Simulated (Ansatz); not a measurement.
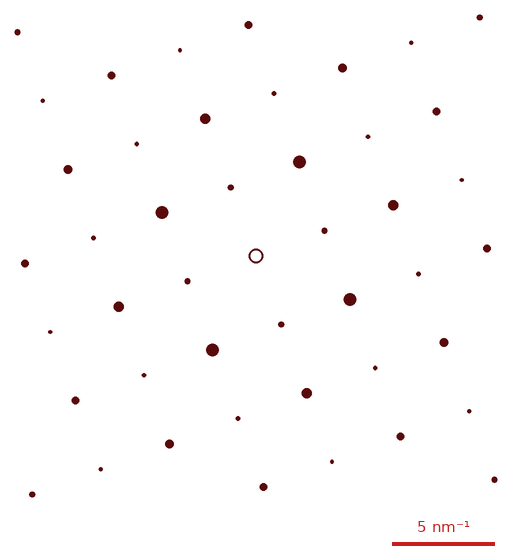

Computed electron diffraction pattern, 200 kV, single scattering only, B = 0.3 Å².

It belongs to Co2Ru, space group Fm-3m (No. 225), a = 5.54 Å. Structure: the end point of a relaxation with Ansatz 0.2.0, DFT PBE, scalar-relativistic, plane waves, PAW; the starting structure was generated, so it need not be a known form of this composition.

**Determine the zone axis from the geometry of the pattern.**

The spots form a square net with both shortest vectors at d = 2.77 Å, 90.0° apart. They index as 2 0 0 and 0 2 0, so the zone axis is [001] (or an equivalent direction of <001>).
